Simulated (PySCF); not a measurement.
Se(H)(iPr), C3H8Se, SMILES CC([SeH])C, CAM-B3LYP/def2-SVP optimised geometry. Atoms within 1.6 Å of the plane z = 0.0 Å (x, y, z in Å): Se1 (-1.76, 0.12, 0.00), H2 (-1.89, 1.58, 0.00), C3 (0.22, 0.12, 0.00), C4 (0.79, 0.85, -1.21), C5 (0.68, -1.33, 0.07), H6 (0.52, 0.64, 0.92), H7 (1.89, 0.84, -1.17), H9 (0.47, 1.90, -1.24), H10 (0.29, -1.84, 0.96), H11 (1.78, -1.38, 0.11), H12 (0.35, -1.90, -0.82).

Method: CAM-B3LYP/def2-TZVP run with PySCF. Cells within 0.4 Å of a nucleus heavier than hydrogen are left out (blank, or x).

Map of the Laplacian of the electron density (e/bohr⁵), clipped to [-1.50, 1.50] on the plane z = 0.0 Å:

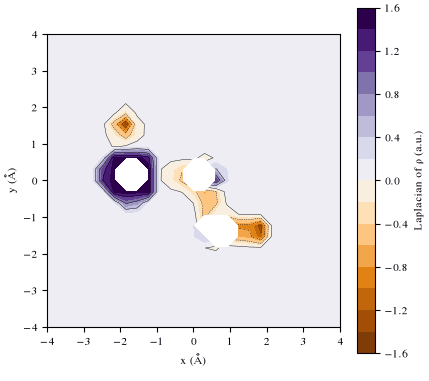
Figure: Laplacian of the electron density (e/bohr⁵), clipped to [-1.50, 1.50] on the plane z = 0.0 Å.
